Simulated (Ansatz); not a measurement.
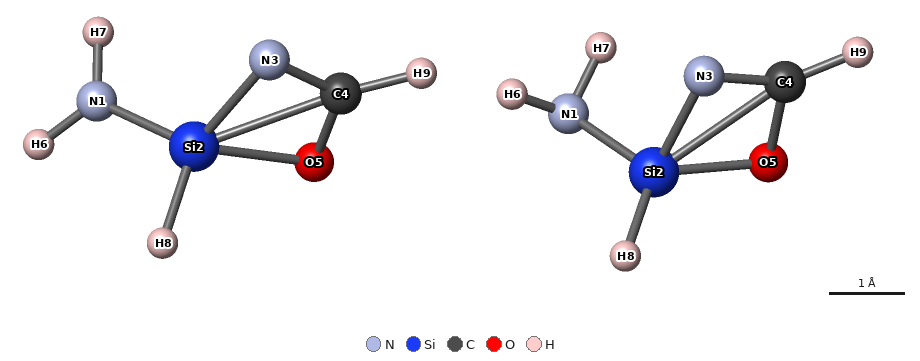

Two geometries of CH$_{4}$N$_{2}$OSi, drawn at one scale. One is the start of a relaxation, the other its converged end. The picture is a ball-and-stick view, seen at a tilt.

Theory: Ansatz, RKS PBE-D4/def2-SVP. Set-up: no spin polarisation; force threshold 0.015 eV/Å; at most 40 steps.

Question: Which geometry has the lower energy?

Answer: The left one is the relaxed one. The run prepares an end point of a later path (inversion) calculation, from a guessed geometry. The atom that moves furthest after the best rigid fit is H6 (0.95 Å). By element the largest moves are H 0.95 Å, N 0.46 Å, Si 0.38 Å, C 0.26 Å, O 0.10 Å. Among the contacts that change: Si2–O5 1.637 → 1.803 Å, Si2–N3 1.687 → 1.790 Å, N3–C4 1.222 → 1.301 Å, N1–H6 0.948 → 1.020 Å. Among the angles between lasting bonds that change: N1–Si2–C4 111.9° → 129.6°, N1–Si2–N3 101.7° → 118.4°, N3–C4–H9 143.3° → 127.1°. Over 14 accepted moves (16 points after the start) the energy falls by 201.2 kJ/mol. Largest force component: 8.5 eV/Å at the start, 0.0082 eV/Å at the end. The line search rejected the trial steps at points 5, 14 of the run. Cost: 63 s on 1 thread of Arm Neoverse V1 (shared host), peak memory 0.15 GiB.
